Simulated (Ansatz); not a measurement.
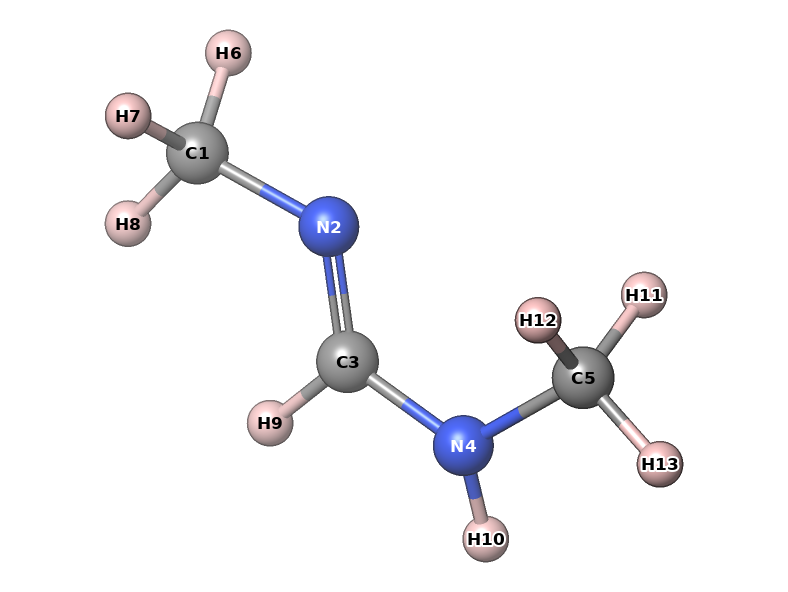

Depth is shown by fading: the farther an atom, the more it takes the colour of the background. Computed geometry: PBE0-D4/def2-TZVP optimisation.

Q: Find the stereocentres and stereogenic double bonds.

A: Double bonds: N2=C3.

Q: Assign CIP descriptors.

A: N2=C3: E.
